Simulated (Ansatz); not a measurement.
## Run report: CH$_{5}$NOSSi, geometry relaxation (part 1 of 2)

The run: geometry relaxation of CH$_{5}$NOSSi. Method and program: RKS PBE0/6-31G (Ansatz 0.2.0).

It belongs to a series of runs on one base structure; here: end point A relaxed. Figures and captions count atoms from 1; the log counts them from 0 in places.

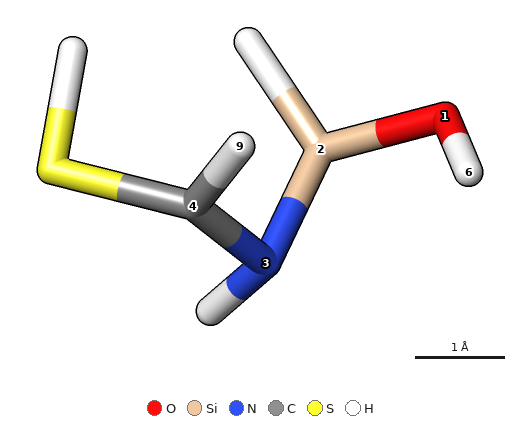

Fig. 1: The structure as given in the input (stick view, seen at a tilt; atoms are numbered from 1 in the order of the input).

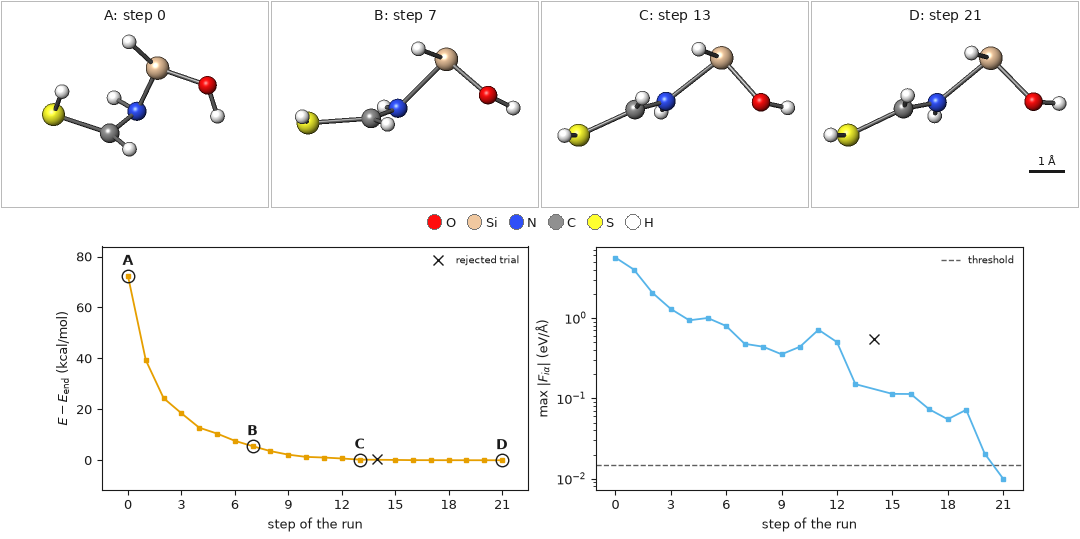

Fig. 2: Frames of the relaxation (ball-and-stick view, seen at a tilt) above the curves, on which the letters mark them (the first geometry is step 0 here and step 1 in the log).

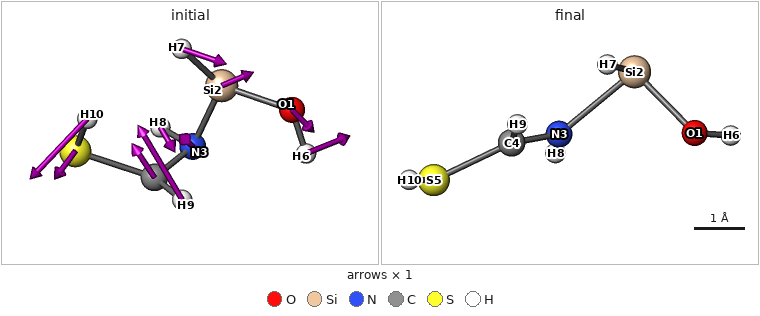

Fig. 3: Before (left) and after (right) the relaxation, at one scale (ball-and-stick view, seen at a tilt). The pink arrows give the displacements, at true length. H9 moves most after the best rigid fit: 1.84 Å. By element the largest moves are H 1.84 Å, C 0.90 Å, S 0.81 Å, O 0.75 Å, Si 0.74 Å, N 0.58 Å. Among the contacts that change: Si2–N3 1.630 → 2.019 Å, O1–Si2 1.621 → 1.778 Å, N3–C4 1.380 → 1.284 Å, C4–S5 1.713 → 1.806 Å. Among the angles that change: N3–Si2–H7 123.2° → 86.5°, Si2–N3–C4 100.3° → 123.8°, O1–Si2–H7 113.1° → 97.9°. After 21 geometry steps the energy has fallen by 72.4 kcal/mol. The largest force component goes from 5.6 to 0.01 eV/Å. The line search rejected the trial step at point 14 (counted from 0) and went back. (Atoms are counted from 1 in the order of the input.)

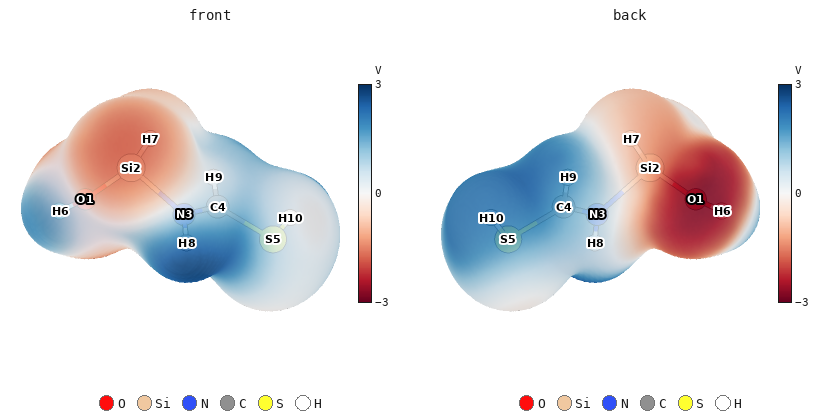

Fig. 4: The molecular electrostatic potential painted on the density surface at 0.002 e/bohr³, seen at a tilt and from behind; red is negative and blue positive.

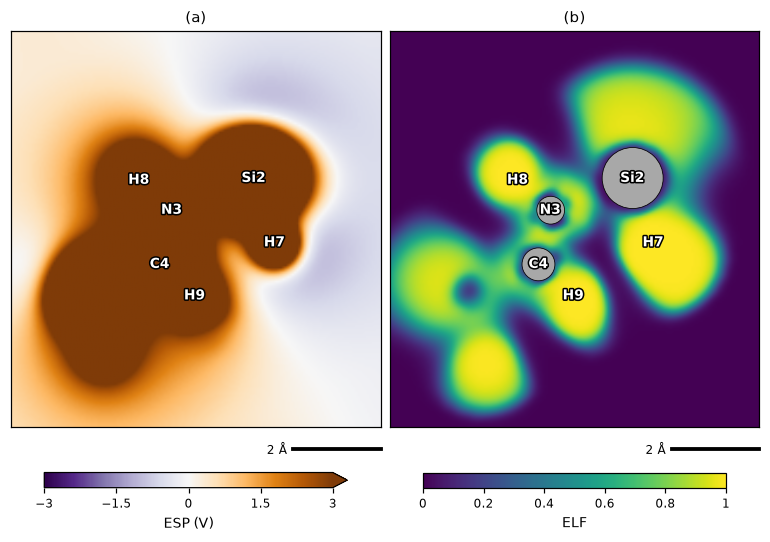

Fig. 5: (a) molecular electrostatic potential; (b) electron localisation function on the plane of atoms N3, Si2 and H7. Grey discs, where drawn, cover atomic cores. Atoms in the plane: Si, N, C and H. C–N (1.28 Å): the ELF peaks at about 0.90 between the atoms (a multiple bond by its length, whose ELF region spreads away from the axis). N–H (1.02 Å): the ELF climbs to about 1 towards the hydrogen, as it does in any bond to H; a covalent bond by its length. C–H (1.09 Å): the ELF climbs to about 1 towards the hydrogen (a covalent bond by its length).

These pictures come from the run below.

Input:
```yaml
crystal:
  periodic: [false, false, false]
  atoms:
    - { symbol: O, position_ang: [-0.7419, -0.0005, 2.1187] }
    - { symbol: Si, position_ang: [0.4691, -0.305, 1.0847] }
    - { symbol: "N", position_ang: [-0.1868, -1.1232, -0.1637] }
    - { symbol: C, position_ang: [-0.4498, -0.0825, -1.0305] }
    - { symbol: S, position_ang: [0.7858, 0.449, -2.0913] }
    - { symbol: H, position_ang: [-1.6055, -0.4071, 1.8629] }
    - { symbol: H, position_ang: [1.3977, 0.8597, 0.9068] }
    - { symbol: H, position_ang: [0.5637, -1.7122, -0.6138] }
    - { symbol: H, position_ang: [-1.2342, 0.6793, -0.6735] }
    - { symbol: H, position_ang: [1.085, 1.5915, -1.3973] }
basis:
  gaussian: { orbitals: "6-31G" }
hamiltonian:
  xc: pbe0
relax:
  f_tol: 0.015
  max_steps: 40
output:
  orbitals: {}
```

Run as:
```bash
ansatz run input.yaml --threads 1 --pin off --max-ram 2048MiB --backend cpu --events-out ev --progress --plain --runs-dir out
```

Log:
```
The last accepted step is kept in [file] (removed where the run ends without a failure and the disk answers)
Engine: ansatz 0.2.0, x86_64-unknown-linux-gnu
Functional definition: PBE0
  parameter a = 0.25
  parameter kappa = 0.804
  parameter beta = 0.06672455060314922
  exchange = (1 - a)*pbe_x(kappa = kappa, mu = beta*pi^2/3) + a*exact_x
  correlation = pbe_c(beta = beta)
848 factors; integrals over basis functions are off by at most 1.8e-4 eV
mean field evaluation 1: about -23338.3220 eV, gradient 6.6e1 eV
mean field evaluation 2: about -23315.4751 eV, gradient 1.1e2 eV
mean field evaluation 4: about -23346.9310 eV, gradient 2.0e1 eV
mean field evaluation 8: about -23348.1596 eV, gradient 4.6e-1 eV
mean field evaluation 16: about -23348.2291 eV, gradient 6.4e-5 eV
mean field -23348.22906741 eV, -858.0315922291 hartree, gradient 6.5e-5 eV, S^2 0.000000; 0 other end points of the search recorded, 0 dependent functions left out
the calculation of the forces begins
reference -23348.22909344 eV, -858.0315931859 hartree; 28, 28 occupied and 35, 35 virtual orbitals, 848 factors
relax step   1: F+E_penalty+E_count = -23348.22906741 eV  Δ(F+E_penalty+E_count) = +0.000e0 eV  max|allowed force component| = 5.647e0 eV/Å  Δτ_max = 0.0000 Å  (29 SCF iters, accepted)
these checks for a lower state are left out or cut short: starts, cluster_reference, orbital_swaps, neighbouring_geometries, increment
848 factors; integrals over basis functions are off by at most 1.8e-4 eV
mean field -23349.66189658 eV, -858.0842477302 hartree, gradient 1.4e-5 eV, S^2 0.000000; 0 other end points of the search recorded, 0 dependent functions left out
[... from here on the field's lines of each further geometry are left out, up to the last ...]
relax step   2: F+E_penalty+E_count = -23349.66189658 eV  Δ(F+E_penalty+E_count) = -1.433e0 eV  max|allowed force component| = 4.001e0 eV/Å  Δτ_max = 0.1949 Å  (32 SCF iters, accepted)
relax step   3: F+E_penalty+E_count = -23350.31007113 eV  Δ(F+E_penalty+E_count) = -6.482e-1 eV  max|allowed force component| = 2.063e0 eV/Å  Δτ_max = 0.1948 Å  (32 SCF iters, accepted)
relax step   4: F+E_penalty+E_count = -23350.56721906 eV  Δ(F+E_penalty+E_count) = -2.571e-1 eV  max|allowed force component| = 1.296e0 eV/Å  Δτ_max = 0.2000 Å  (32 SCF iters, accepted)
relax step   5: F+E_penalty+E_count = -23350.81287784 eV  Δ(F+E_penalty+E_count) = -2.457e-1 eV  max|allowed force component| = 9.355e-1 eV/Å  Δτ_max = 0.1961 Å  (33 SCF iters, accepted)
relax step   6: F+E_penalty+E_count = -23350.91331033 eV  Δ(F+E_penalty+E_count) = -1.004e-1 eV  max|allowed force component| = 9.996e-1 eV/Å  Δτ_max = 0.1937 Å  (31 SCF iters, accepted)
relax step   7: F+E_penalty+E_count = -23351.03637660 eV  Δ(F+E_penalty+E_count) = -1.231e-1 eV  max|allowed force component| = 7.949e-1 eV/Å  Δτ_max = 0.1949 Å  (33 SCF iters, accepted)
relax step   8: F+E_penalty+E_count = -23351.12869752 eV  Δ(F+E_penalty+E_count) = -9.232e-2 eV  max|allowed force component| = 4.770e-1 eV/Å  Δτ_max = 0.2000 Å  (31 SCF iters, accepted)
relax step   9: F+E_penalty+E_count = -23351.21225393 eV  Δ(F+E_penalty+E_count) = -8.356e-2 eV  max|allowed force component| = 4.392e-1 eV/Å  Δτ_max = 0.1944 Å  (34 SCF iters, accepted)
relax step  10: F+E_penalty+E_count = -23351.27269943 eV  Δ(F+E_penalty+E_count) = -6.045e-2 eV  max|allowed force component| = 3.534e-1 eV/Å  Δτ_max = 0.1901 Å  (32 SCF iters, accepted)
relax step  11: F+E_penalty+E_count = -23351.31070591 eV  Δ(F+E_penalty+E_count) = -3.801e-2 eV  max|allowed force component| = 4.392e-1 eV/Å  Δτ_max = 0.1935 Å  (31 SCF iters, accepted)
relax step  12: F+E_penalty+E_count = -23351.32141446 eV  Δ(F+E_penalty+E_count) = -1.071e-2 eV  max|allowed force component| = 7.136e-1 eV/Å  Δτ_max = 0.1982 Å  (31 SCF iters, accepted)
relax step  13: F+E_penalty+E_count = -23351.33783994 eV  Δ(F+E_penalty+E_count) = -1.643e-2 eV  max|allowed force component| = 5.009e-1 eV/Å  Δτ_max = 0.0486 Å  (32 SCF iters, accepted)
relax step  14: F+E_penalty+E_count = -23351.35709581 eV  Δ(F+E_penalty+E_count) = -1.926e-2 eV  max|allowed force component| = 1.502e-1 eV/Å  Δτ_max = 0.0939 Å  (31 SCF iters, accepted)
relax step  15: F+E_penalty+E_count = -23351.35070448 eV  Δ(F+E_penalty+E_count) = +6.391e-3 eV  max|allowed force component| = 5.544e-1 eV/Å  Δτ_max = 0.1190 Å  (31 SCF iters, rejected (line search))
relax step  16: F+E_penalty+E_count = -23351.36239893 eV  Δ(F+E_penalty+E_count) = -5.303e-3 eV  max|allowed force component| = 1.137e-1 eV/Å  Δτ_max = 0.0592 Å  (31 SCF iters, accepted)
relax step  17: F+E_penalty+E_count = -23351.36585365 eV  Δ(F+E_penalty+E_count) = -3.455e-3 eV  max|allowed force component| = 1.132e-1 eV/Å  Δτ_max = 0.1000 Å  (31 SCF iters, accepted)
relax step  18: F+E_penalty+E_count = -23351.36649777 eV  Δ(F+E_penalty+E_count) = -6.441e-4 eV  max|allowed force component| = 7.298e-2 eV/Å  Δτ_max = 0.0585 Å  (32 SCF iters, accepted)
relax step  19: F+E_penalty+E_count = -23351.36722957 eV  Δ(F+E_penalty+E_count) = -7.318e-4 eV  max|allowed force component| = 5.496e-2 eV/Å  Δτ_max = 0.0203 Å  (24 SCF iters, accepted)
relax step  20: F+E_penalty+E_count = -23351.36731256 eV  Δ(F+E_penalty+E_count) = -8.298e-5 eV  max|allowed force component| = 7.192e-2 eV/Å  Δτ_max = 0.0127 Å  (28 SCF iters, accepted)
relax step  21: F+E_penalty+E_count = -23351.36757858 eV  Δ(F+E_penalty+E_count) = -2.660e-4 eV  max|allowed force component| = 2.055e-2 eV/Å  Δτ_max = 0.0055 Å  (26 SCF iters, accepted)
the calculation of the forces begins
reference -23351.36762605 eV, -858.1469321319 hartree; 28, 28 occupied and 35, 35 virtual orbitals, 848 factors
relax step  22: F+E_penalty+E_count = -23351.36759869 eV  Δ(F+E_penalty+E_count) = -2.012e-5 eV  max|allowed force component| = 1.001e-2 eV/Å  Δτ_max = 0.0022 Å  (25 SCF iters, accepted)
848 factors; integrals over basis functions are off by at most 2.1e-4 eV
mean field -23351.36759869 eV, -858.1469311266 hartree, gradient 1.3e-5 eV, S^2 0.000000; 1 other end points of the search recorded, 0 dependent functions left out
the calculation of the forces begins
reference -23351.36762605 eV, -858.1469321319 hartree; 28, 28 occupied and 35, 35 virtual orbitals, 848 factors
Total energy: -23351.36762605 eV, -858.1469321319 hartree
Atom 0 at    -1.388432    -0.463045     2.185090 Å, force     0.004102    -0.000075     0.000356 eV/Å
Atom 1 at     0.338236    -0.580655     1.775830 Å, force    -0.003503     0.000988     0.000185 eV/Å
Atom 2 at     0.098069    -0.631686    -0.228659 Å, force    -0.003113    -0.005344     0.010010 eV/Å
Atom 3 at     0.378548     0.350098    -1.006779 Å, force     0.005183     0.004868    -0.007096 eV/Å
Atom 4 at     0.603395     0.209553    -2.792968 Å, force     0.000327    -0.000401    -0.003301 eV/Å
Atom 5 at    -1.758225    -1.213552     2.675995 Å, force    -0.000316    -0.000291     0.000170 eV/Å
Atom 6 at     0.621579     0.943386     1.606503 Å, force     0.000056     0.000435     0.000308 eV/Å
Atom 7 at    -0.104500    -1.544994    -0.632447 Å, force     0.000032     0.002058    -0.003909 eV/Å
Atom 8 at     0.542733     1.326155    -0.559609 Å, force    -0.002790    -0.001474     0.002765 eV/Å
Atom 9 at     0.751696     1.553741    -3.019955 Å, force     0.000021    -0.000764     0.000512 eV/Å
Dipole moment:     0.106656     0.111091    -0.995116 e Å
```

Trajectory as extended XYZ (Å, eV, eV/Å), 22 frames, from step=1 to step=22:
```
10
Properties=species:S:1:pos:R:3:forces:R:3 step=1 energy=-23348.22907
O    -0.7419   -0.0005    2.1187   -3.4010   0.5921   1.9057
Si    0.4691   -0.3050    1.0847    4.9446   2.2124   3.6072
N    -0.1868   -1.1232   -0.1637    0.1787  -5.5095  -5.6473
C    -0.4498   -0.0825   -1.0305   -2.9418   2.6736   2.5412
S     0.7858    0.4490   -2.0913    1.7279   1.0323  -2.4268
H    -1.6055   -0.4071    1.8629    0.5187   0.3440   0.7472
H     1.3977    0.8597    0.9068   -0.4795   0.3159  -0.0147
H     0.5637   -1.7122   -0.6138   -1.8791  -0.4871   0.5798
H    -1.2342    0.6793   -0.6735    0.9826  -1.5311  -0.9029
H     1.0850    1.5915   -1.3973    0.3490   0.3573  -0.3892
10
Properties=species:S:1:pos:R:3:forces:R:3 step=2 energy=-23349.66190
O    -0.7845    0.0159    2.1745   -1.7468   0.3086   0.8846
Si    0.5024   -0.3650    1.1828    2.6228   0.9785   2.0010
N    -0.1489   -1.1579   -0.1930   -0.1660  -1.4501  -4.0012
C    -0.3742   -0.0055   -0.9737   -0.7776   0.0698   1.9954
S     0.7789    0.5257   -2.2068    0.4483   0.3552  -0.7787
H    -1.6295   -0.4183    1.9496    0.0754   0.1417   0.4654
H     1.3190    0.8855    0.9625   -0.3227   0.1287  -0.1582
H     0.4959   -1.8351   -0.6369   -1.0324   0.0443   0.2740
H    -1.2480    0.6315   -0.7041    0.7613  -0.7168  -0.3821
H     1.1720    1.6723   -1.5519    0.1378   0.1401  -0.3001
10
Properties=species:S:1:pos:R:3:forces:R:3 step=3 energy=-23350.31007
O    -0.8598    0.0447    2.2169   -0.2940  -0.1183  -0.0492
Si    0.5308   -0.4381    1.3030    0.7328   0.3387   0.9631
N    -0.1017   -1.1823   -0.2436   -0.6365   1.5888  -1.7013
C    -0.2550    0.0722   -0.8751    0.4819  -2.0634   0.5741
S     0.7694    0.5602   -2.3005   -0.0290   0.2169   0.3108
H    -1.6837   -0.4446    2.0559   -0.0686   0.0143   0.2575
H     1.1970    0.8993    0.9483   -0.2618  -0.1051  -0.1818
H     0.4388   -1.9095   -0.7029   -0.0551   0.0604   0.0184
H    -1.1747    0.6086   -0.6707    0.1569   0.1610   0.1038
H     1.2218    1.7384   -1.7282   -0.0266  -0.0933  -0.2955
10
Properties=species:S:1:pos:R:3:forces:R:3 step=4 energy=-23350.56722
O    -0.9213    0.0076    2.2143   -0.3048  -0.0111  -0.1060
Si    0.5232   -0.4378    1.3519    0.4346  -0.3800   1.1618
N    -0.1199   -1.1525   -0.2553   -0.1737   1.2092  -1.1878
C    -0.1824    0.0740   -0.8722    0.2303  -1.2962   0.0312
S     0.8075    0.5352   -2.3312    0.0151  -0.0358   0.1703
H    -1.7163   -0.5543    2.1680    0.2420   0.1069   0.1319
H     1.1004    0.9095    0.9033   -0.2335   0.1080  -0.2037
H     0.3919   -1.9149   -0.6882    0.0234   0.0505  -0.0160
H    -1.0123    0.7014   -0.6000   -0.1105   0.3530   0.1025
H     1.2123    1.7807   -1.8877   -0.1230  -0.1046  -0.0842
```
